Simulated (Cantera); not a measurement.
Feed: 1 mol Si2Cl6, 91 mol N2, 8.5 mol H2, at 0.180 Torr.

Cantera equilibrium calculation (NASA polynomials, part measured and part estimated; ideal gas, pure solids and liquids). Candidate condensed phases: NH4Cl, Si, Si3N4; 28 gas species. The feed counts by its element totals alone. N2 is the only nitrogen source here; it is nearly inert below about 1500 K, so the nitride shown seldom forms there in practice. The tables' values for SiCl, SiCl3, SiN are old estimates; treat these amounts as uncertain. The numbers say what is thermodynamically allowed, not how fast it happens.

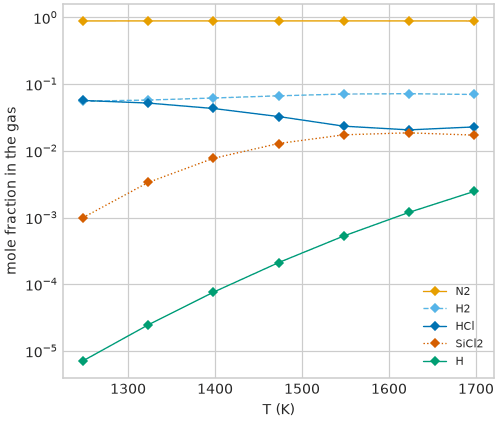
Figure. Equilibrium gas composition (values under 1e-9 drawn at 1e-9)

Task: Read off the mole fractions at 1248 K.

Result: N2 about 0.89, HCl about 0.057, H2 about 0.055, SiCl2 about 0.00100, H about 7.1e-6.
